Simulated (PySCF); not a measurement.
**NO2 (nitrogen dioxide) at FCI/STO-3G**

What is the vertical doublet–quartet gap of NO2 (nitrogen dioxide) at FCI/STO-3G? Input form: a Python script.

The calculation is run with PySCF 2.14.0.

19 further runs of the same task are left out: 11 that didn't finish, 8 set aside as unsound or not needed.

### Step 1. The molecule

NO2: 3 atoms, total charge 0, spin state doublet. As SMILES, `[O]N=O`. Geometry: relaxed at GFN2-xTB.

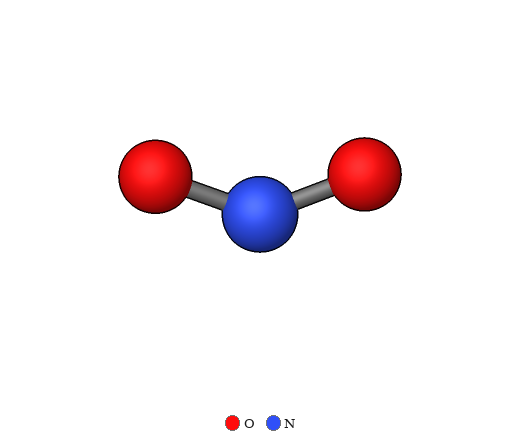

The structure, seen from a chosen angle (oxygen red, nitrogen blue).

### Step 2. A single-point energy at FCI/STO-3G

The input, calc.py:

```python
from pyscf import gto, mcscf

mol = gto.M(
    atom='''
O      0.381139    -2.064337    -0.009184
N     -0.468425    -0.015855    -0.257400
O      0.087268     2.080192     0.266584
''',
    basis='sto-3g',
    max_memory=1860,
    unit='bohr',
    spin=1,
    verbose=3,
)

hf = mol.ROHF()
hf.conv_tol = 1e-10
hf.kernel()
if not hf.converged:
    hf = hf.newton().run(hf.mo_coeff, hf.mo_occ)

cas = mcscf.CASCI(hf, hf.mo_coeff.shape[-1] - 3, (mol.nelec[0] - 3, mol.nelec[1] - 3))  # full CI above the frozen core
cas.fix_spin_(ss=0.75)
cas.kernel()
e_final = cas.e_tot
print('Final energy', e_final)
```

Command:

```bash
$ OMP_NUM_THREADS=1 python calc.py
```

Log:

```text
converged SCF energy = -201.261063607542
CASCI E = -201.480540447016  E(CI) = -75.8844781269076  S^2 = 0.7500000
Final energy -201.48054044701593
```

It took 3.6 s on 1 thread of Arm Neoverse V1, shared host; peak memory 0.14 GiB.

### Step 3. The quartet at the same level

The input, run.py:

```python
from pyscf import gto, mcscf

system = gto.M(
    atom='''
O    0.201690  -1.092400  -0.004860
N   -0.247880  -0.008390  -0.136210
O    0.046180   1.100790   0.141070
''',
    spin=3,
    verbose=3,
    max_memory=1860,
    basis='sto-3g',
)

mf = system.ROHF()
mf.conv_tol = 1e-10
mf.kernel()
if not mf.converged:
    mf = mf.newton().run(mf.mo_coeff, mf.mo_occ)

cas = mcscf.CASCI(mf, mf.mo_coeff.shape[-1] - 3, (system.nelec[0] - 3, system.nelec[1] - 3))  # full CI above the frozen core
cas.fix_spin_(ss=3.75)
cas.kernel()
energy = cas.e_tot
print(f'total energy: {energy:.8f} hartree')
```

Command:

```bash
$ OMP_NUM_THREADS=1 python run.py
```

Log:

```text
converged SCF energy = -201.205989529267
CASCI E = -201.321348104881  E(CI) = -75.7254287884550  S^2 = 3.7500000
total energy: -201.32134810 hartree
```

Wall time 2 s (1 thread of Arm Neoverse V1, shared host); peak memory 0.13 GiB.

### Step 4. Summary of results

Level: FCI/STO-3G, 3 core orbitals frozen.

| quantity | value |
| --- | --- |
| doublet: total energy | -201.48054 Eh |
| doublet: dipole moment (Hartree–Fock density) | 0.23 D |
| doublet: correlation energy (3 core orbitals frozen) | -219.5 mEh |
| quartet: total energy | -201.32135 Eh |
| quartet: dipole moment (Hartree–Fock density) | 0.52 D |
| quartet: correlation energy (3 core orbitals frozen) | -115.4 mEh |
| vertical energy of the quartet above the doublet | 4.332 eV |

**Reading.** At this shape the quartet lies 4.33 eV (100 kcal/mol) above the doublet. In a minimal basis such a difference can be off by several eV, whatever the method.
